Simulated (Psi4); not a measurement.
# UTPSS/cc-pVDZ run of Si2NH6 (SMILES [SiH2]N[SiH3])

What is the vertical ionisation energy of Si2NH6 at UTPSS/cc-pVDZ? 

Program for the calculation: Psi4 1.11.

2 further runs of the same task are left out: 2 set aside as unsound or not needed. Runs told in other sessions of the task aren't counted.

## (1) Starting point

The species is Si2NH6 (9 atoms), meant as a doublet with charge 0. SMILES: `[SiH2]N[SiH3]`. The coordinates come from a PBE0-D4/def2-TZVP relaxation. This is one conformer, not always the lowest.

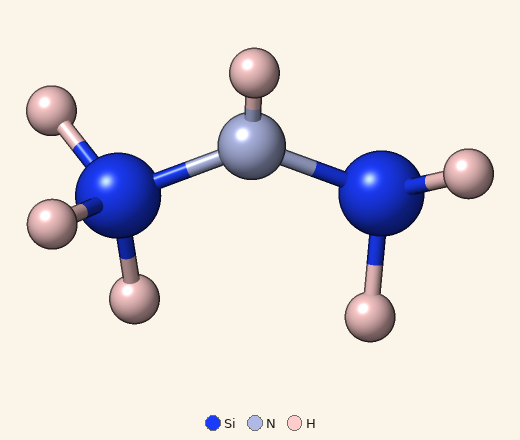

Viewed from a chosen angle; silicon blue, nitrogen light blue, hydrogen pink.

## (2) The energy at UTPSS/cc-pVDZ

Contents of h6nsi2.dat:

```
memory 2200 MB

molecule {
  0 2
  Si
  N 1 1.729579
  Si 2 1.730569 1 128.06397
  H 1 1.490996 2 107.66373 3 -30.47035
  H 1 1.49446 4 110.67364 2 118.70779
  H 2 1.011092 1 115.06975 4 159.24056
  H 3 1.487678 2 111.05196 6 -62.8155
  H 3 1.483312 7 109.7886 2 118.0655
  H 3 1.488286 8 109.51032 7 -117.82574
  symmetry c1
}

set {
  basis                cc-pVDZ
  reference            uks
  puream               true
  e_convergence        1e-09
  d_convergence        1e-08
  scf_type             pk
  dft_radial_points    99
  dft_spherical_points 590
  maxiter              100
}

e_tot, wfn = energy("tpss", return_wfn=True)
print_variables()
```

The run is started by

```sh
$ psi4 -n 1 h6nsi2.dat h6nsi2.out
```

h6nsi2.out:

```text
[...]
  Running in c1 symmetry.
[...]
  Nuclear repulsion =  147.533664529190872
[...]
  Multiplicity = 2
[...]
  Nalpha       = 21
  Nbeta        = 20
[...]
    Number of basis functions: 80
[...]
   @UKS iter   1:  -637.06656588437409   -1.31755e-01   1.02959e-02 ADIIS/DIIS
[...]
   @UKS iter  13:  -637.38230598309872   -1.13687e-12   6.93147e-09 DIIS
[...]
   @S^2 Observed:                7.520941532E-01
[...]
    Orbital Energies [Eh]
    ---------------------
    Alpha Occupied:
       1A    -65.712302     2A    -65.704046     3A    -14.110516
       4A     -5.133974     5A     -5.125315     6A     -3.510285
       7A     -3.508313     8A     -3.507921     9A     -3.502134
      10A     -3.500753    11A     -3.498912    12A     -0.802147
      13A     -0.511381    14A     -0.492181    15A     -0.408082
      16A     -0.352387    17A     -0.333755    18A     -0.319369
      19A     -0.308668    20A     -0.265585    21A     -0.161548
    Alpha Virtual:
      22A     -0.011739    23A      0.032663    24A      0.042360
      25A      0.053024    26A      0.063599    27A      0.073653
[...]
  @UKS Final Energy:  -637.38230598309872
   => Energetics <=
    Nuclear Repulsion Energy =            147.5336645291908724
    One-Electron Energy =               -1173.6925906403048430
    Two-Electron Energy =                 439.8637862600994026
    DFT Exchange-Correlation Energy =     -51.0871661320841994
    Empirical Dispersion Energy =           0.0000000000000000
    VV10 Nonlocal Energy =                  0.0000000000000000
    Total Energy =                       -637.3823059830987177
  UHF NO Occupations:
  HONO-2 :   19  A 1.9999104
  HONO-1 :   20  A 1.9991897
[...]
 Multipole Moments:
 ------------------------------------------------------------------------------------
     Multipole            Electronic (a.u.)      Nuclear  (a.u.)        Total (a.u.)
 ------------------------------------------------------------------------------------
 L = 1.  Multiply by 2.5417464519 to convert [e a0] to [Debye]
 Dipole X            :         -1.1495190            1.1036182           -0.0459008
 Dipole Y            :          1.2553955           -0.9848027            0.2705928
 Dipole Z            :         -1.1419454            1.4950531            0.3531077
 Magnitude           :                                                    0.4472274
[...]
```

It took 56 s on 1 thread of Intel Xeon 6975P-C (Granite Rapids), shared host; peak memory 1.3 GiB.

## (3) The singlet cation, same level

Contents of h6nsi2.xyz:

```xyz
9
H6NSi2
Si    -1.200900     0.925300    -0.948400
N      0.196900     0.625800     0.025200
Si     0.611700    -0.820500     0.880200
H     -1.616500    -0.372000    -1.554500
H     -0.842900     1.913400    -2.010900
H      0.764100     1.439300     0.222200
H      1.982600    -1.276500     0.525400
H     -0.378200    -1.853400     0.488500
H      0.571600    -0.627700     2.355400
```

Contents of calc.py:

```python
import psi4

psi4.set_memory('2200 MB')
psi4.set_num_threads(1)
psi4.core.set_output_file('run.log', False)

with open('h6nsi2.xyz') as f:
    atoms = ''.join(f.readlines()[2:])
geom = psi4.geometry('1 1\n' + atoms + 'symmetry c1')

options = {'basis': 'cc-pVDZ', 'puream': True, 'e_convergence': 1e-09, 'd_convergence': 1e-08, 'scf_type': 'pk', 'dft_radial_points': 99, 'dft_spherical_points': 590}
psi4.set_options(options)

e, wfn = psi4.energy('tpss', return_wfn=True)
print('E =', round(e, 9))
```

The run is started by

```sh
$ python calc.py
```

run.log:

```text
[...]
  Running in c1 symmetry.
[...]
  Nuclear repulsion =  147.533691464414403
[...]
  Multiplicity = 1
[...]
  Nalpha       = 20
  Nbeta        = 20
[...]
    Number of basis functions: 80
[...]
   @RKS iter   1:  -636.80413111339203    1.30680e-01   9.79998e-03 DIIS/ADIIS
[...]
   @RKS iter  12:  -637.10952103187640   -2.27374e-12   4.28578e-09 DIIS
[...]
    Orbital Energies [Eh]
    ---------------------
    Doubly Occupied:
       1A    -65.983256     2A    -65.889288     3A    -14.364697
       4A     -5.401502     5A     -5.313226     6A     -3.780828
       7A     -3.775619     8A     -3.773127     9A     -3.690862
      10A     -3.686509    11A     -3.686255    12A     -1.038345
      13A     -0.733853    14A     -0.708820    15A     -0.623228
      16A     -0.570245    17A     -0.544510    18A     -0.531802
      19A     -0.487098    20A     -0.465725
[...]
  @RKS Final Energy:  -637.10952103187640
   => Energetics <=
    Nuclear Repulsion Energy =            147.5336914644144031
    One-Electron Energy =               -1164.5615381652485212
    Two-Electron Energy =                 430.6901783941270310
    DFT Exchange-Correlation Energy =     -50.7718527251694454
    Empirical Dispersion Energy =           0.0000000000000000
    VV10 Nonlocal Energy =                  0.0000000000000000
    Total Energy =                       -637.1095210318763975
[...]
 Multipole Moments:
 ------------------------------------------------------------------------------------
     Multipole            Electronic (a.u.)      Nuclear  (a.u.)        Total (a.u.)
 ------------------------------------------------------------------------------------
 L = 1.  Multiply by 2.5417464519 to convert [e a0] to [Debye]
 Dipole X            :         -2.1685656            1.4243407           -0.7442250
 Dipole Y            :          2.6013416           -1.5412695            1.0600721
 Dipole Z            :         -0.7532634            0.1368717           -0.6163917
 Magnitude           :                                                    1.4344206
[...]
```

The script printed:

```text
E = -637.109521032
```

It took 36 s on 1 thread of Intel Xeon 6975P-C (Granite Rapids), shared host; peak memory 1.3 GiB.

## (4) Summary of results

At UTPSS/cc-pVDZ:

| quantity | value |
| --- | --- |
| doublet Si2NH6: total energy | -637.38231 Eh |
| doublet Si2NH6: dipole moment | 1.14 D |
| doublet Si2NH6: HOMO energy (highest over α and β) | -4.40 eV |
| doublet Si2NH6: LUMO energy (lowest over α and β) | -2.61 eV |
| doublet Si2NH6: ⟨S²⟩ | 0.752 |
| singlet cation: total energy | -637.10952 Eh |
| singlet cation: HOMO energy | -12.67 eV |
| singlet cation: LUMO energy | -10.26 eV |
| singlet cation: HOMO–LUMO gap | 2.42 eV |
| vertical ionisation energy (to the singlet cation) | 7.423 eV |

**Reading.** The vertical ionisation energy comes to 7.42 eV (171 kcal/mol). Only the singlet of the ionised species was computed; a triplet could lie lower.
